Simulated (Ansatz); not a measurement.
Pulling on the I1–I2 bond in I2 (multiplicity 1 held). Energies count from the point at 2.695 Å.


Restricted levels (R-, RO-) in cc, def2 and unpolarised 6-31G sets keep to the state of the molecule at rest. U- levels take the lowest unrestricted solution at each point, which mixes spins at long bonds. Active spaces are followed from rest. Curves can end on different states.

Correlated levels freeze the cores. Filled d and f shells under p-block atoms count as core.

Codes used: Ansatz (Gaussian basis) for Hartree–Fock, density functionals and correlated methods. Each number belongs to the level named beside it. In def2 rows elements past Kr take small-core potentials, without spin–orbit coupling.

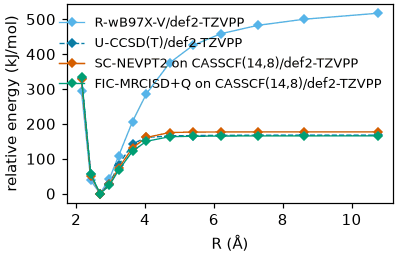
*Relative energy along the coordinate*

Question: Read off the R-wB97X-V/def2-TZVPP curve at R = 3.638.

Answer: about 210 kJ/mol

Doubts at one or more of the structures used: a restricted determinant that unrestricted orbitals would lower (R-wB97X-V/def2-TZVPP); a spin-contaminated determinant (U-CCSD(T)/def2-TZVPP); T1 above 0.05 (U-CCSD(T)/def2-TZVPP); the program's own flag: other amplitudes (U-CCSD(T)/def2-TZVPP).

Ansatz is a program for electronic structure.
